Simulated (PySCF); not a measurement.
**CH3Se, charge −1, SMILES `C[Se-]`: what the electrons do**

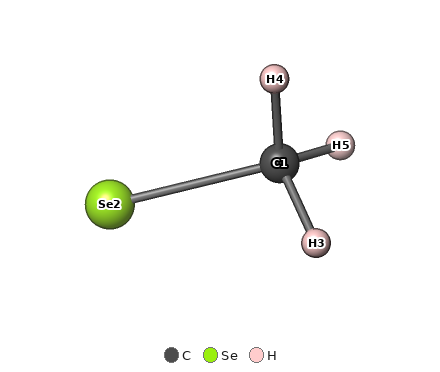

The molecule, with its atoms numbered as below. No frequency check shows the geometry to be a minimum.

Geometry (Å), atoms numbered from 1:

```
C1       1.5126   -0.0001    0.0001
Se2     -0.4314    0.0000    0.0000
H3       1.8636   -1.0183   -0.1523
H4       1.8638    0.3774    0.9575
H5       1.8636    0.6411   -0.8056
```

### 1. Bonding charge

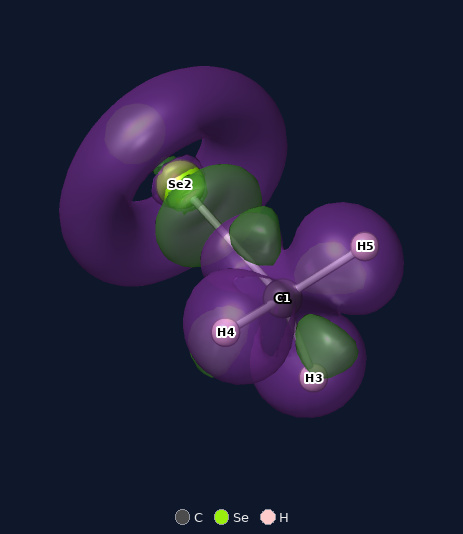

Deformation density (molecule less spherical, spin-averaged free atoms at the same positions), surfaces at ±0.05 e/Å³; purple: gain, green: loss.

Level of theory: PBE/def2-SVPD (PySCF), at a geometry from GFN2-xTB. The highest occupied Kohn–Sham orbital has positive energy, a self-interaction fault of such functionals for anions.

**How much density has each bond gained at its critical point, relative to the free atoms?**

C1–H4, C1–H3 and C1–H5: +0.63 e/Å³ at the bond critical point (bond length 1.09 Å). C1–Se2: +0.11 e/Å³ at the bond critical point (bond length 1.94 Å). In all, 1.7 electrons gather in the regions of gain relative to the promolecule of neutral atoms (this includes the anion's extra charge). A small or negative value marks a very polar bond, one between electron-rich atoms, whose free-atom densities already overlap strongly, a long bond to a heavier atom, or a closed-shell contact such as a hydrogen bond.

**Where do the Hirshfeld charges lie?**

The highest Hirshfeld charge is on H3, H4 and H5 (−0.01 e), the lowest on Se2 (−0.80 e).

### 2. Bond critical points

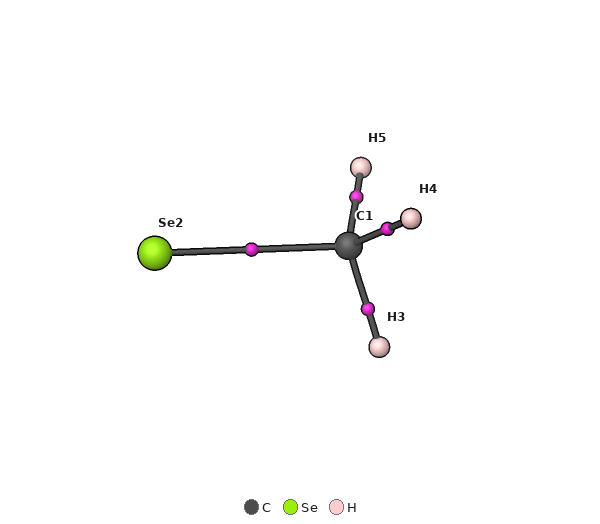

Molecular graph of the electron density (QTAIM): bond paths, bond critical points (magenta), ring points (cyan, if any); weak paths are dashed.

**How many critical points of each kind are there, and does the count close?**

5 nuclei, 4 bond, 0 ring and 0 cage critical points: 5 − 4 + 0 − 0 = 1, as the Poincaré–Hopf relation requires.

**What does the calculation give at each kind of bond critical point?**

```tsv
bond	length (Å)	ρ (a.u.)	∇²ρ (a.u.)	ε	H (a.u.)
C1–H4 (3 alike)	1.087	0.273	−0.97	0.01	−0.291
C1–Se2	1.944	0.142	−0.09	0.00	−0.088
```

**What kind of interaction is C1–H4?**

Shared-shell (covalent): ρ = 0.273, ∇²ρ = −0.97, H = −0.291 a.u.

### 3. Electrostatic potential

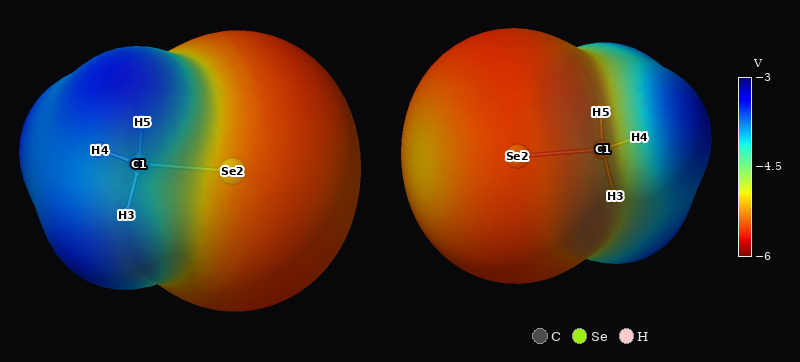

Electrostatic potential on the surface of electron density 0.001 a.u. (back view left, front view right).

**Where are the extremes of the potential on the surface?**

Highest: −3.40 V, 1.4 Å from H5, and at like points elsewhere. Further maxima include −5.06 V, 2.2 Å from Se2. Lowest: −5.58 V, 2.6 Å from Se2, and at like points elsewhere. The surface is sampled at points, so like sites can differ by a few per cent and only the strongest of them is named.

### 4. Localised orbitals

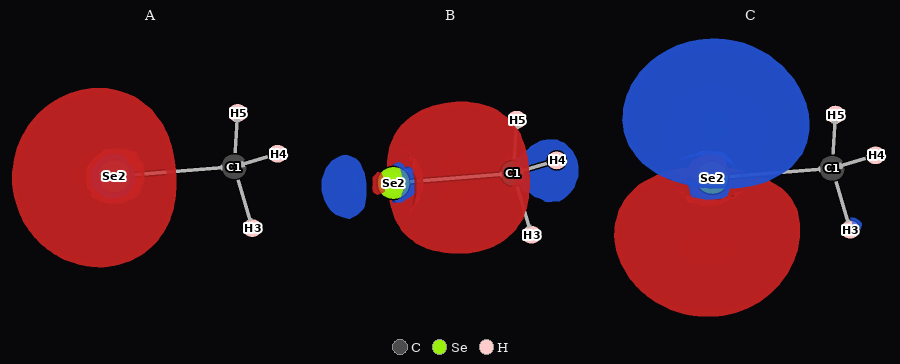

Intrinsic bond orbitals (IBO), occupied; each surface holds about 85 % of the orbital's density. Energies are diagonal elements of the Fock matrix.

Level of theory: CAM-B3LYP/cc-pVTZ (PySCF), at a geometry from GFN2-xTB. The basis has no diffuse functions, which an anion needs.

**Identify each orbital.**

By panel:
- A: lone pair on Se2 (s-type) (Se2 100 %; −10.0 eV)
- B: σ bond C1–Se2 (C1 57 %, Se2 43 %; −8.0 eV)
- C: lone pair on Se2 (p-type) (Se2 99 %; −1.0 eV)

**Which has the smallest and which the largest spatial spread?**

Smallest: A (1.07 Å); largest: C (1.44 Å).
